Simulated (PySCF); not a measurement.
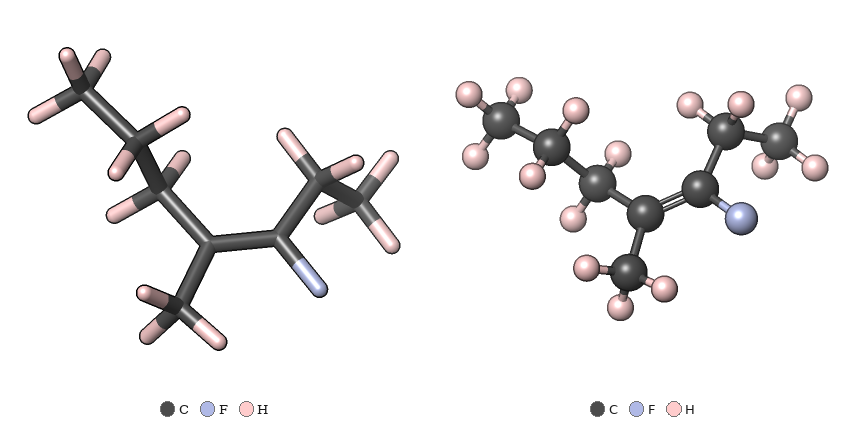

Both panels show the same species.

The computed structure is the end point of a PBE0-D3(BJ)/def2-SVP optimisation. No frequency run is at hand to confirm it as a minimum.

**Which formula does it have?**

C8H15F, 24 atoms: 8 carbon, 15 hydrogen and 1 fluorine.

**Does it have rings?**

It has no ring.

**Give the symmetry (Schoenflies symbol).**

C1.

The parts below concern this one geometry. Atoms keep their numbers from picture to picture.

## Geometry

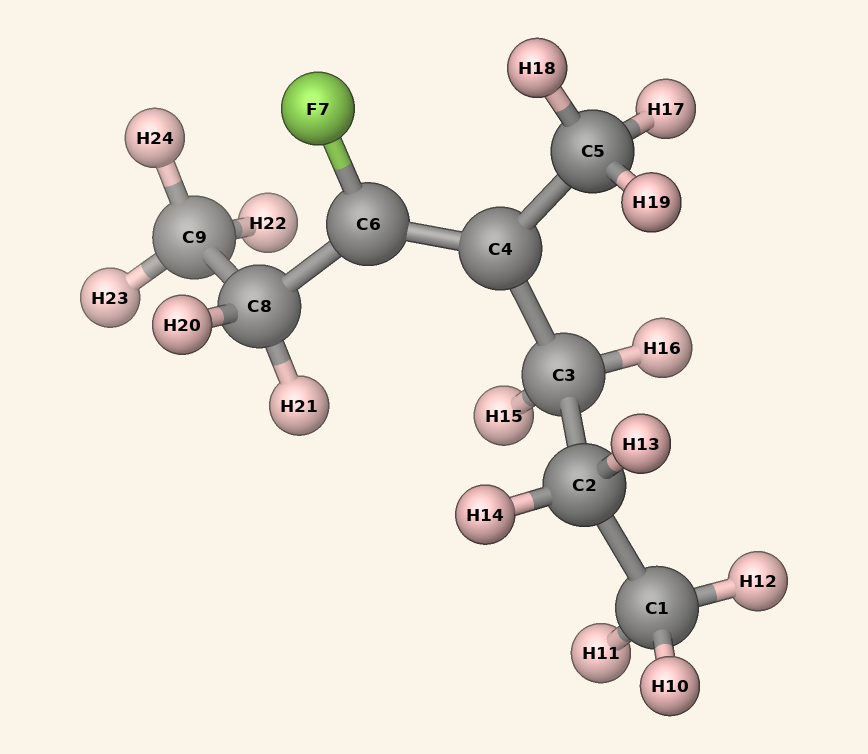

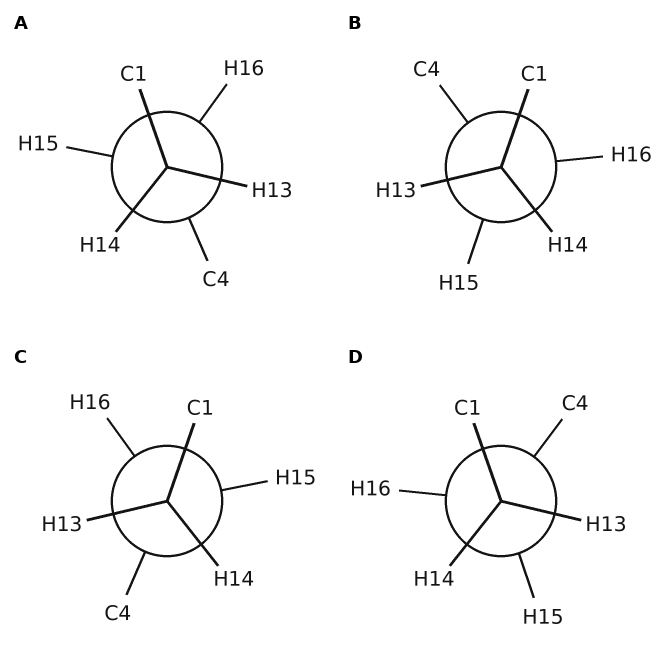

Atoms fade into the background with distance from the viewer. Bonds that would overlap in a projection are set slightly apart. No frequency run is at hand to confirm it as a minimum.

**Which Newman projection shows the view along C2–C3, with C2 in front?**

C. The torsion angle C1–C2–C3–C4 is −176°, antiperiplanar (anti).

## Dipole moment

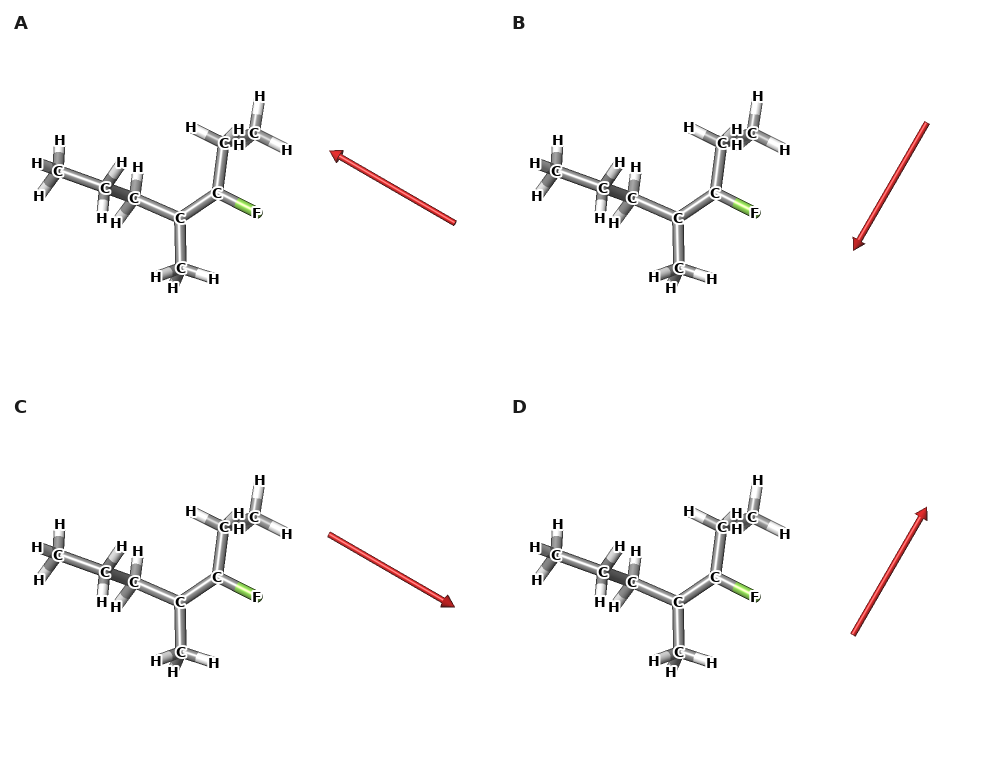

The same molecule four times, each with an arrow. No frequency run is at hand to confirm it as a minimum. Level of theory: PBE0/pcSseg-1 in acetone (IEF-PCM) (PySCF 2.14.0).

**Which arrow points along the dipole moment, from the negative to the positive end?**

A. The dipole moment is 2.06 D.

## Bond orders

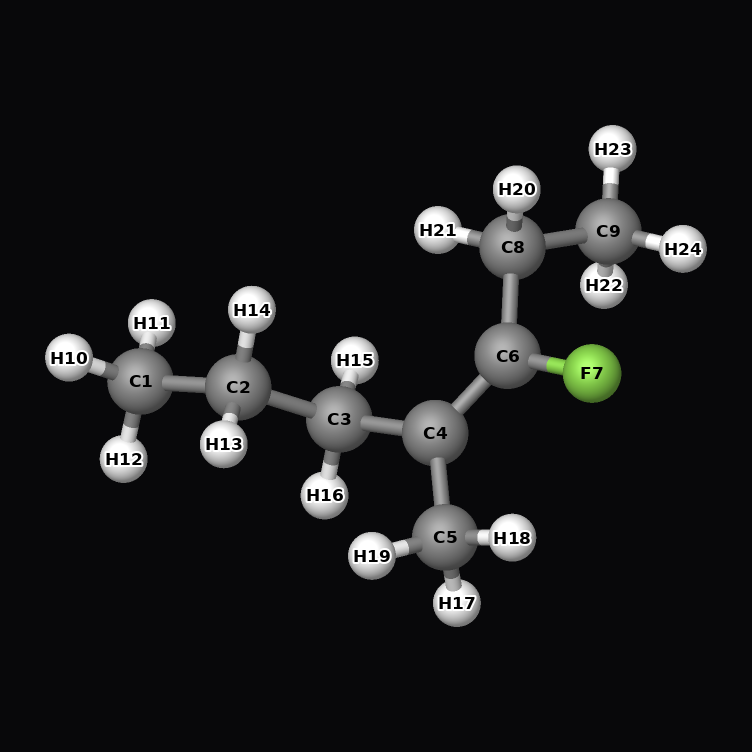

Every bond is drawn as one stick. No frequency run is at hand to confirm it as a minimum. Computed with PBE0/pcSseg-1 in acetone (IEF-PCM) (PySCF 2.14.0).

**Which bond between heavy atoms has the highest Mayer bond order?**

C4–C6, 1.76, at a length of 1.340 Å.

**Which bond between heavy atoms has the lowest Mayer bond order?**

C6–F7, 0.87, at 1.352 Å.

List the Mayer bond orders of C1–C2, C2–C3, C3–C4, C4–C5, C4–C6, C6–F7, C6–C8, C8–C9 (bonds between heavy atoms, one of each equivalent set).

| bond | Mayer order | length (Å) |
| --- | --- | --- |
| C1–C2 | 1.06 | 1.520 |
| C2–C3 | 1.00 | 1.530 |
| C3–C4 | 1.06 | 1.506 |
| C4–C5 | 1.08 | 1.499 |
| C4–C6 | 1.76 | 1.340 |
| C6–F7 | 0.87 | 1.352 |
| C6–C8 | 1.06 | 1.490 |
| C8–C9 | 1.04 | 1.526 |

## Charges

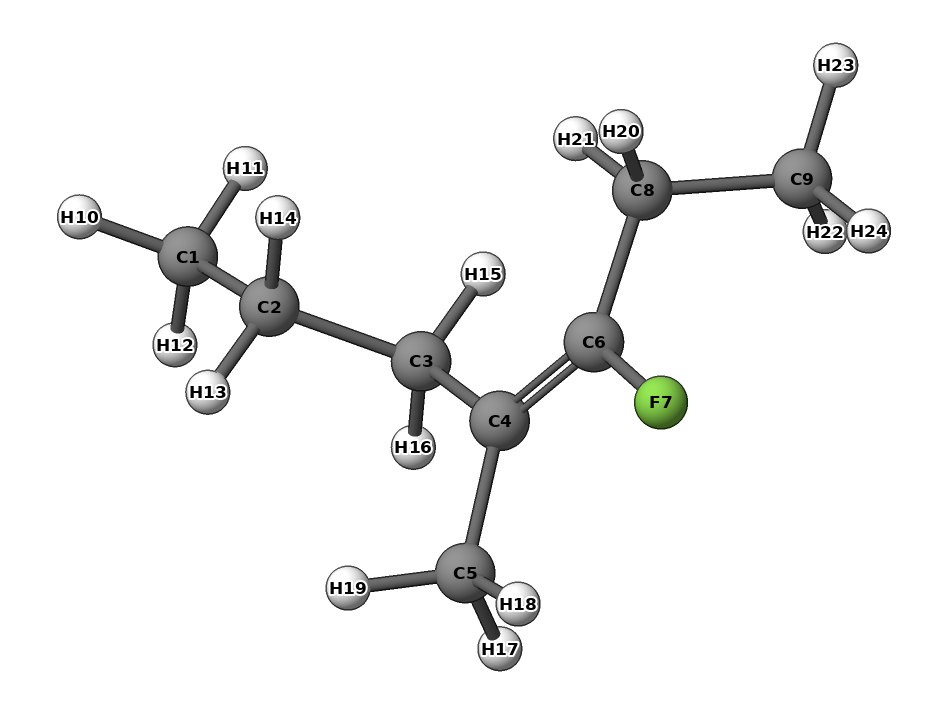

The questions are on Hirshfeld charges. No frequency run is at hand to confirm it as a minimum. Properties computed with PBE0/pcSseg-1 in acetone (IEF-PCM) (PySCF 2.14.0).

Give the Hirshfeld charges atom by atom.

```json
{"atom": "C1", "value (e)": "−0.12"}
{"atom": "C2", "value (e)": "−0.06"}
{"atom": "C3", "value (e)": "−0.07"}
{"atom": "C4", "value (e)": "−0.02"}
{"atom": "C5", "value (e)": "−0.12"}
{"atom": "C6", "value (e)": "0.07"}
{"atom": "F7", "value (e)": "−0.09"}
{"atom": "C8", "value (e)": "−0.07"}
{"atom": "C9", "value (e)": "−0.12"}
{"atom": "H10", "value (e)": "0.04"}
{"atom": "H11", "value (e)": "0.04"}
{"atom": "H12", "value (e)": "0.04"}
{"atom": "H13", "value (e)": "0.04"}
{"atom": "H14", "value (e)": "0.03"}
{"atom": "H15", "value (e)": "0.04"}
{"atom": "H16", "value (e)": "0.04"}
{"atom": "H17", "value (e)": "0.04"}
{"atom": "H18", "value (e)": "0.03"}
{"atom": "H19", "value (e)": "0.05"}
{"atom": "H20", "value (e)": "0.04"}
{"atom": "H21", "value (e)": "0.05"}
{"atom": "H22", "value (e)": "0.04"}
{"atom": "H23", "value (e)": "0.05"}
{"atom": "H24", "value (e)": "0.03"}
```

## NMR shielding

The questions are on isotropic NMR shieldings of the C atoms. No frequency run is at hand to confirm it as a minimum. Method: GIAO PBE0/pcSseg-1 NMR shielding, non-relativistic, IEF-PCM chloroform (PySCF 2.14.0).

**Which C atom is the most shielded (lowest chemical shift)?**

C9 (171.5 ppm).

**Which C atom is the least shielded (highest chemical shift)?**

C6 (20.0 ppm).

**How wide is the range of C shifts?**

151.5 ppm.

List the isotropic NMR shieldings of the C atoms.

```json
{"atom": "C1", "σ (ppm)": "168.5"}
{"atom": "C2", "σ (ppm)": "159.2"}
{"atom": "C3", "σ (ppm)": "148.1"}
{"atom": "C4", "σ (ppm)": "66.0"}
{"atom": "C5", "σ (ppm)": "170.1"}
{"atom": "C6", "σ (ppm)": "20.0"}
{"atom": "C8", "σ (ppm)": "160.4"}
{"atom": "C9", "σ (ppm)": "171.5"}
```
